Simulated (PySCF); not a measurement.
# C8H12O: excited states, first hyperpolarisability

What do calculations give for the excited states, first hyperpolarisability of C8H12O (`CC(C)(C)c1ccco1`)?

Programs: PySCF 2.14.0, with routines of our own; each step states its level. All values are computed. Atoms count from 0.

### 1 The starting structure

21 atoms, charge 0, multiplicity 1; geometry from: GFN2-xTB.

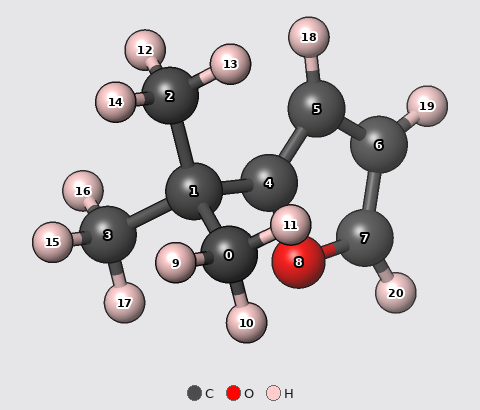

The starting geometry (carbon dark grey, oxygen red, hydrogen pink).

### 2 Optimising the geometry at PBE0-D3(BJ)/def2-SVP

The job: settings as JSON, then the geometry in Å.

```
{"job": {"xc": "PBE0", "basis": "def2-SVP", "d3": "d3bj", "grid": 2, "kind": "geom"}, "charge": 0, "multiplicity": 1}
C     -1.182269    -1.527102    -0.302929
C     -0.784876    -0.048620    -0.201789
C     -1.633402     0.643739     0.864354
C     -0.995240     0.635255    -1.558955
C      0.671307     0.035628     0.160187
C      1.331083     0.592456     1.216251
C      2.710762     0.348233     1.000259
C      2.787287    -0.337950    -0.168901
O      1.561383    -0.531815    -0.683565
H     -2.231004    -1.618607    -0.576383
H     -0.580952    -2.027878    -1.057408
H     -1.025954    -2.026620     0.650987
H     -1.361590     1.692949     0.947389
H     -1.494563     0.168277     1.832036
H     -2.685728     0.580928     0.597790
H     -2.041190     0.580031    -1.851642
H     -0.704798     1.682192    -1.503185
H     -0.393170     0.149285    -2.322449
H      0.903106     1.112467     2.048059
H      3.523482     0.644734     1.631409
H      3.617406    -0.730641    -0.721987
```

Run with:

```bash
OMP_NUM_THREADS=1 python excited_run.py task.json out
```

One launch serves the whole session: the jobs run in the order shown.

The log of the run:

```text
step   0  E = -386.56844196  max force = 0.010488
step   1  E = -386.57055732  max force = 0.002241
step   2  E = -386.57058141  max force = 0.001596
step   3  E = -386.57059088  max force = 0.000645
step   4  E = -386.57059412  max force = 0.000257
optimisation converged
```

It took 2.4 min on 1 thread of Arm Neoverse N1, shared host; peak memory 0.84 GiB.

The steps of the relaxation:

```tsv
step	energy from step 0 (eV)	largest force component (eV/Å)
0	0.0000	0.5393
1	-0.0576	0.1152
2	-0.0582	0.0821
3	-0.0585	0.0332
4	-0.0586	0.0132
```

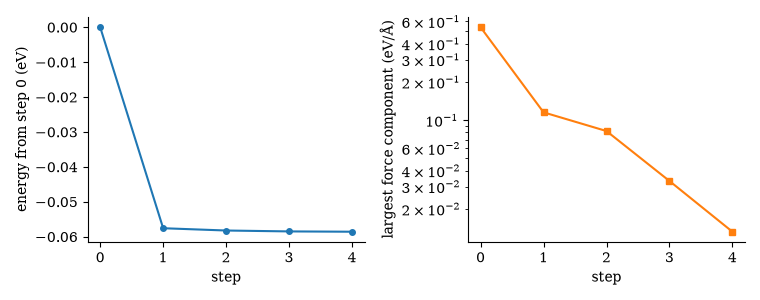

Energy and largest force along the relaxation.

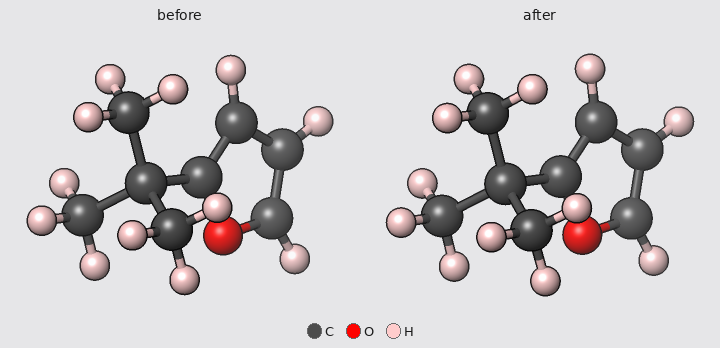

The geometry before (left) and after (right).

Close pairs (by a distance rule), those that changed most:

```tsv
bond	before (Å)	after (Å)	change (Å)
C6–H19	1.071	1.088	+0.017
C5–H18	1.070	1.087	+0.016
C7–H20	1.072	1.087	+0.015
C5–C6	1.418	1.432	+0.015
C3–H15	1.088	1.101	+0.014
C0–H9	1.088	1.101	+0.014
C2–H12	1.087	1.101	+0.014
C2–H13	1.087	1.101	+0.014
```

The end geometry stands in the next job.

```tsv
at the end point	value
point group (found at 0.08 Å tolerance)	Cs
rotational constants (GHz, main isotopes)	3.077, 1.248, 1.102
dipole moment (D)	0.40
```

### 3 Excited states: TDA CAM-B3LYP/aug-cc-pVDZ

The job: settings as JSON, then the geometry in Å.

```
{"job": {"kind": "states", "xc": "CAM-B3LYP", "basis": "aug-cc-pVDZ", "tda": true, "soc": true, "nstates": 6, "ntriplets": 5, "nquad": 4}, "charge": 0, "multiplicity": 1}
C     -1.326381    -1.555941    -0.300174
C     -0.934157    -0.075050    -0.198060
C     -1.786758     0.614363     0.865722
C     -1.144225     0.607805    -1.556999
C      0.513568     0.025498     0.185196
C      1.181533     0.579779     1.240942
C      2.574095     0.331758     1.015207
C      2.644599    -0.352869    -0.158601
O      1.405991    -0.540075    -0.663405
H     -2.382875    -1.653999    -0.595775
H     -0.709586    -2.073750    -1.049145
H     -1.189403    -2.065902     0.665550
H     -1.526720     1.679893     0.958583
H     -1.657369     0.141098     1.851061
H     -2.851669     0.548336     0.596074
H     -2.199000     0.533348    -1.865313
H     -0.873620     1.673503    -1.507103
H     -0.524303     0.135123    -2.332741
H      0.735400     1.103583     2.082127
H      3.410108     0.625759     1.646002
H      3.467679    -0.758936    -0.740550
```

Method: TDA CAM-B3LYP/aug-cc-pVDZ excited states, vertical, gas phase, spin-orbit mean-field couplings.

The log of the run:

```text
coarse grid: 17216 points
cycle   1  E = -387.0250136840  dE =  1.622e+00  |g| = 5.042e-01  |ddm| = 2.359e+01
cycle   2  E = -387.0327311888  dE = -7.718e-03  |g| = 5.274e-01  |ddm| = 3.346e+00
cycle   3  E = -387.0842325528  dE = -5.150e-02  |g| = 8.448e-02  |ddm| = 1.465e+00
cycle   4  E = -387.0852032315  dE = -9.707e-04  |g| = 4.373e-02  |ddm| = 3.212e-01
cycle   5  E = -387.0856167229  dE = -4.135e-04  |g| = 1.038e-02  |ddm| = 1.831e-01
cycle   6  E = -387.0856417705  dE = -2.505e-05  |g| = 3.029e-03  |ddm| = 4.884e-02
cycle   7  E = -387.0856441698  dE = -2.399e-06  |g| = 4.751e-04  |ddm| = 1.145e-02
final grid: 165336 points
cycle   8  E = -387.1129867884  dE = -3.585e-05  |g| = 4.315e-03  |ddm| = 5.786e-01
cycle   9  E = -387.1129878359  dE = -1.047e-06  |g| = 3.973e-03  |ddm| = 6.594e-02
cycle  10  E = -387.1129918923  dE = -4.056e-06  |g| = 5.011e-04  |ddm| = 1.664e-02
cycle  11  E = -387.1129919407  dE = -4.844e-08  |g| = 2.400e-04  |ddm| = 2.752e-03
cycle  12  E = -387.1129919544  dE = -1.370e-08  |g| = 3.247e-05  |ddm| = 1.523e-03
cycle  13  E = -387.1129919547  dE = -2.765e-10  |g| = 1.321e-05  |ddm| = 2.260e-04
converged SCF energy = -387.1129919547

Singlet excitations
state   eV       nm        f     d(h-e)  d(exc)  Lambda  PR(NTO)  |dmu|/D   mu/D   main configurations
  1   5.6231   220.5   0.00071   0.566   4.508   0.181   1.017    3.460    3.665   H->L 0.72, H->L+1 0.18
  2   6.1328   202.2   0.02874   0.409   5.006   0.155   1.050    2.830    3.014   H->L+1 0.42, H->L+2 0.26, H->L+5 0.14
  3   6.2001   200.0   0.26053   0.617   3.638   0.402   1.060    2.383    2.814   H->L+3 0.38, H->L+6 0.32, H->L+8 0.25
  4   6.2637   197.9   0.00090   0.162   5.140   0.141   1.012    1.952    2.215   H->L+2 0.59, H->L+1 0.20, H->L+4 0.11
  5   6.5268   190.0   0.04083   1.498   4.541   0.389   1.058                     H->L+6 0.45, H->L+3 0.40, H->L+9 0.09
  6   6.7406   183.9   0.00008   2.008   5.422   0.164   1.028                     H->L+5 0.46, H->L+7 0.12, H->L+11 0.09

Triplet excitations (Tamm-Dancoff)
state   eV     d(h-e)  d(exc)  Lambda  PR(NTO)   main configurations
  1   3.9799   0.126   2.361   0.500   1.094   H->L+6 0.46, H->L+8 0.29, H->L+9 0.11
  2   5.3181   0.097   2.340   0.487   1.928   H->L+16 0.35, H-1->L+6 0.18, H-1->L+8 0.12
  3   5.5870   0.490   4.425   0.183   1.020   H->L 0.71, H->L+1 0.17
  4   6.0943   0.614   4.854   0.157   1.063   H->L+1 0.42, H->L+2 0.23, H->L+5 0.16
  5   6.2527   0.271   5.090   0.141   1.016   H->L+2 0.60, H->L+1 0.19, H->L+4 0.11
S1 - T1 = 1.6431 eV

Spin-orbit couplings |<S|Hso|T>| (cm-1)
             T1       T2       T3       T4       T5
S0        0.109    0.080    3.074    1.986    1.914
S1        1.197    0.556    0.021    0.124    0.944
S2        1.244    0.970    0.068    0.066    1.392
S3        0.026    0.085    1.102    0.783    3.796
S4        4.638    1.448    0.795    1.352    0.012
S5        0.036    0.035    0.127    0.955    2.997
S6        1.580    1.090    0.034    0.005    1.844
T1 sublevels (cm-1): 0.000 0.000 0.000   radiative rates (1/s): 0.0783 0.000219 0.0372
```

Run time: 2.9 min. Hardware: 1 thread of Arm Neoverse N1, shared host; peak memory 1.4 GiB.

From this job:

```tsv
quantity	value
S1 less T1	1.64 eV
```

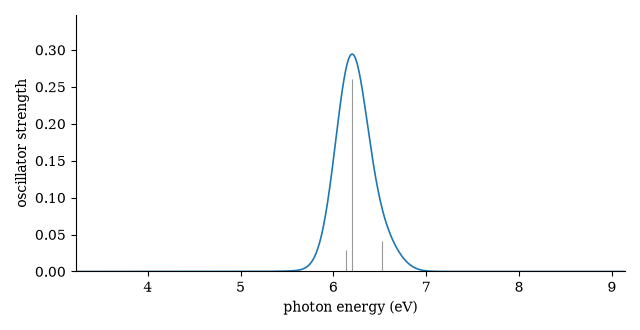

Absorption lines of the singlets. Lines are broadened to a width of 0.40 eV (Gaussian).

### 4 Excited states: TDDFT CAM-B3LYP/aug-cc-pVDZ

Settings changed since step 3:

```diff
@@ -1,2 +1,2 @@
-{"job": {"kind": "states", "xc": "CAM-B3LYP", "basis": "aug-cc-pVDZ", "tda": true, "soc": true, "nstates": 6, "ntriplets": 5, "nquad": 4}, "charge": 0, "multiplicity": 1}
+{"job": {"kind": "states", "xc": "CAM-B3LYP", "basis": "aug-cc-pVDZ", "tpa": true, "nstates": 8, "nquad": 6, "ntriplets": 0}, "charge": 0, "multiplicity": 1}
 C     -1.326381    -1.555941    -0.300174
```

Method: TDDFT CAM-B3LYP/aug-cc-pVDZ excited states, vertical, gas phase, two-photon moments by quadratic response.

The log of the run:

```text
coarse grid: 17216 points
cycle   1  E = -387.0250136840  dE =  1.622e+00  |g| = 5.042e-01  |ddm| = 2.359e+01
cycle   2  E = -387.0327311888  dE = -7.718e-03  |g| = 5.274e-01  |ddm| = 3.346e+00
cycle   3  E = -387.0842325528  dE = -5.150e-02  |g| = 8.448e-02  |ddm| = 1.465e+00
cycle   4  E = -387.0852032315  dE = -9.707e-04  |g| = 4.373e-02  |ddm| = 3.212e-01
cycle   5  E = -387.0856167229  dE = -4.135e-04  |g| = 1.038e-02  |ddm| = 1.831e-01
cycle   6  E = -387.0856417705  dE = -2.505e-05  |g| = 3.029e-03  |ddm| = 4.884e-02
cycle   7  E = -387.0856441698  dE = -2.399e-06  |g| = 4.751e-04  |ddm| = 1.145e-02
final grid: 165336 points
cycle   8  E = -387.1129867884  dE = -3.585e-05  |g| = 4.315e-03  |ddm| = 5.786e-01
cycle   9  E = -387.1129878359  dE = -1.047e-06  |g| = 3.973e-03  |ddm| = 6.594e-02
cycle  10  E = -387.1129918923  dE = -4.056e-06  |g| = 5.011e-04  |ddm| = 1.664e-02
cycle  11  E = -387.1129919407  dE = -4.844e-08  |g| = 2.400e-04  |ddm| = 2.752e-03
cycle  12  E = -387.1129919544  dE = -1.370e-08  |g| = 3.247e-05  |ddm| = 1.523e-03
cycle  13  E = -387.1129919547  dE = -2.765e-10  |g| = 1.321e-05  |ddm| = 2.260e-04
converged SCF energy = -387.1129919547

Singlet excitations
state   eV       nm        f     d(h-e)  d(exc)  Lambda  PR(NTO)  |dmu|/D   mu/D   delta(TPA)   sigma/GM   main configurations
  1   5.6210   220.6   0.00079   0.561   4.509   0.181   1.017    3.424    3.627      128.28      1.485   H->L 0.72, H->L+1 0.18
  2   5.9645   207.9   0.22873   0.396   3.059   0.476   1.121    1.428    1.922       31.79      0.414   H->L+6 0.50, H->L+8 0.28, H->L+3 0.16
  3   6.1301   202.3   0.02672   0.419   5.003   0.155   1.051    2.906    3.102       21.29      0.293   H->L+1 0.43, H->L+2 0.25, H->L+5 0.14
  4   6.2626   198.0   0.00079   0.172   5.138   0.141   1.013    1.982    2.240       10.76      0.155   H->L+2 0.59, H->L+1 0.20, H->L+4 0.11
  5   6.4552   192.1   0.00568   1.391   4.829   0.302   1.042    5.056    4.593       36.29      0.554   H->L+3 0.62, H->L+6 0.20, H->L+9 0.10
  6   6.7349   184.1   0.00004   2.029   5.419   0.164   1.028    7.842    7.417       14.06      0.234   H->L+5 0.45, H->L+7 0.12, H->L+11 0.09
  7   6.7660   183.2   0.00002   1.426   5.685   0.145   1.055                                            H->L+4 0.55, H->L+7 0.12, H->L+5 0.08
  8   6.8799   180.2   0.01349   0.403   3.529   0.471   1.887                                            H->L+16 0.28, H-1->L+6 0.17, H->L+8 0.13
```

Wall time 3.6 min (1 thread of Arm Neoverse N1, shared host); peak memory 1.4 GiB.

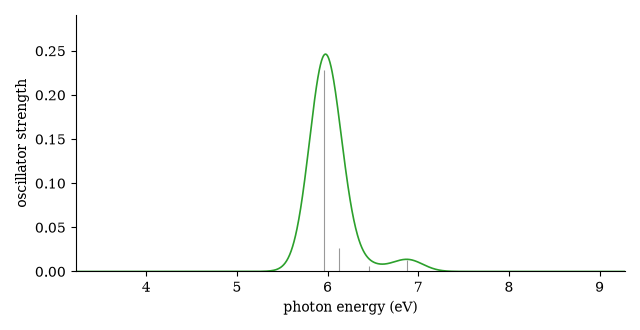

Absorption lines of the singlets. Lines are broadened to a width of 0.40 eV (Gaussian).

### 5 First hyperpolarisability: quadratic response CAM-B3LYP/aug-cc-pVDZ

Settings changed since step 4:

```diff
@@ -1,2 +1,2 @@
-{"job": {"kind": "states", "xc": "CAM-B3LYP", "basis": "aug-cc-pVDZ", "tpa": true, "nstates": 8, "nquad": 6, "ntriplets": 0}, "charge": 0, "multiplicity": 1}
+{"job": {"kind": "beta", "xc": "CAM-B3LYP", "basis": "aug-cc-pVDZ"}, "charge": 0, "multiplicity": 1}
 C     -1.326381    -1.555941    -0.300174
```

With the program's defaults for keys left out, this is: quadratic response CAM-B3LYP/aug-cc-pVDZ first hyperpolarisability, Taylor convention, gas phase.

The log of the run:

```text
coarse grid: 17216 points
cycle   1  E = -387.0250136840  dE =  1.622e+00  |g| = 5.042e-01  |ddm| = 2.359e+01
cycle   2  E = -387.0327311888  dE = -7.718e-03  |g| = 5.274e-01  |ddm| = 3.346e+00
cycle   3  E = -387.0842325528  dE = -5.150e-02  |g| = 8.448e-02  |ddm| = 1.465e+00
cycle   4  E = -387.0852032315  dE = -9.707e-04  |g| = 4.373e-02  |ddm| = 3.212e-01
cycle   5  E = -387.0856167229  dE = -4.135e-04  |g| = 1.038e-02  |ddm| = 1.831e-01
cycle   6  E = -387.0856417705  dE = -2.505e-05  |g| = 3.029e-03  |ddm| = 4.884e-02
cycle   7  E = -387.0856441698  dE = -2.399e-06  |g| = 4.751e-04  |ddm| = 1.145e-02
final grid: 165336 points
cycle   8  E = -387.1129867884  dE = -3.585e-05  |g| = 4.315e-03  |ddm| = 5.786e-01
cycle   9  E = -387.1129878359  dE = -1.047e-06  |g| = 3.973e-03  |ddm| = 6.594e-02
cycle  10  E = -387.1129918923  dE = -4.056e-06  |g| = 5.011e-04  |ddm| = 1.664e-02
cycle  11  E = -387.1129919407  dE = -4.844e-08  |g| = 2.400e-04  |ddm| = 2.752e-03
cycle  12  E = -387.1129919544  dE = -1.370e-08  |g| = 3.247e-05  |ddm| = 1.523e-03
cycle  13  E = -387.1129919547  dE = -2.765e-10  |g| = 1.321e-05  |ddm| = 2.260e-04
converged SCF energy = -387.1129919547

Lowest singlets (eV, f): 5.6210 0.0008  5.9645 0.2287  6.1301 0.0267

First hyperpolarisability (au)
process     nm      |vector|   parallel      HRS      DR
static         -       36.83       7.88       40.3   1.728
shg       1907.0       39.80       9.88       42.8   1.734
eope      1907.0       37.76       8.52          -       -
shg       1064.0       48.47      15.48      49.41   1.759
eope      1064.0       40.03      10.03          -       -
```

It took 2.8 min on 1 thread of Arm Neoverse N1, shared host; peak memory 1.4 GiB.

### 6 Outcome

| quantity | value |
| --- | --- |
| point group | Cs |
| rotational constants (main isotopes) | 3.08, 1.25, 1.10 GHz |
| S1 less T1 (step 3, TDA CAM-B3LYP/aug-cc-pVDZ) | 1.64 eV |
| β vector (step 5, quadratic response CAM-B3LYP/aug-cc-pVDZ) | static 37, SHG 1907.0 nm 40, SHG 1064.0 nm 48 au |

What this shows: Over 4 steps the energy fell by 0.059 eV; of the close pairs, C6–H19 changed most, 1.071 to 1.088 Å. In step 3, the number of triplets below S1 is 3, and the largest singlet-triplet spin-orbit coupling is S4–T1, 4.64 cm⁻¹. β grows from 37 au (static) to 48 au for doubling at 1064.0 nm: normal dispersion, which grows as twice the photon energy moves toward the bright states.
